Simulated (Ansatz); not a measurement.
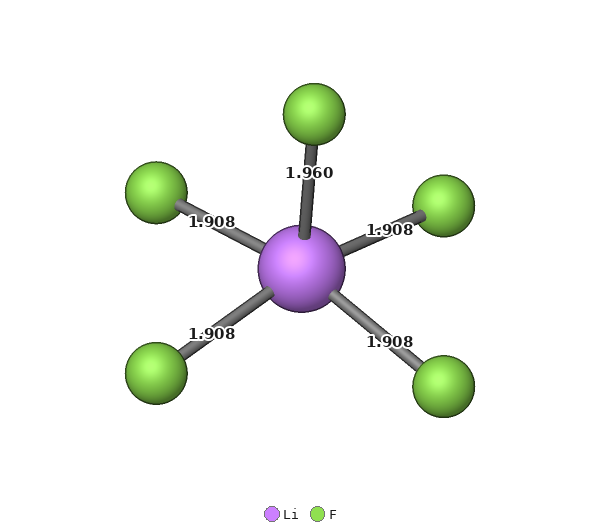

The surroundings of site Li1 (at 0.500, 0.500, 0.191) in LiBeF₃ in space group Amm2, with bond lengths in Å.

Source of the atomic positions: the end point of a relaxation at fixed volume with Ansatz, DFT PBE, scalar-relativistic, plane waves, PAW; the starting structure was generated, so it need not be a known form of this composition.

```xyz
10
Lattice="2.7402 0.0000 0.0000 0.0000 5.1786 0.0000 0.0000 0.0000 7.8270" Properties=species:S:1:pos:R:3 pbc="T T T"
Li    1.3701    2.5893    1.4923
Be    0.0000    2.5893    4.3394
F     1.3701    2.5893    3.4521
F     0.0000    3.8910    1.2265
F     0.0000    1.2876    1.2265
Li    1.3701    0.0000    5.4058
Be    0.0000    0.0000    0.4259
F     1.3701    0.0000    7.3656
F     0.0000    1.3017    5.1399
F     0.0000    3.8770    5.1399
```

Bond valence s = exp((R0 − d)/b), R0 fitted to published crystal structures with b = 0.37 Å; R0 in Å: Li+–F 1.348.

Question: Calculate the bond-valence sum of Li1 from the bonds drawn.

Answer: 4 × 0.220 + 1 × 0.191 = 1.07 v.u., against a formal valence of 1: a close match.

Further R0 (Å): Be2+–F 1.279.

Question: And over the whole structure?

Answer:
```csv
site,"x, y, z",formal valence,bond-valence sum,difference
Li1,"0.500, 0.500, 0.191",+1,1.10,0.10
Be1,"0.000, 0.500, 0.554",+2,1.86,-0.14
F1,"0.500, 0.500, 0.441",−1,0.99,-0.01
F2,"0.000, 0.751, 0.157",−1,0.99,-0.01
```

These sums include all anions within 5 Å. The global instability index (root mean square of the differences over all atoms) is 0.08 v.u.: little strain. Cells relaxed with PBE tend to have slightly long bonds, which lowers the sums.
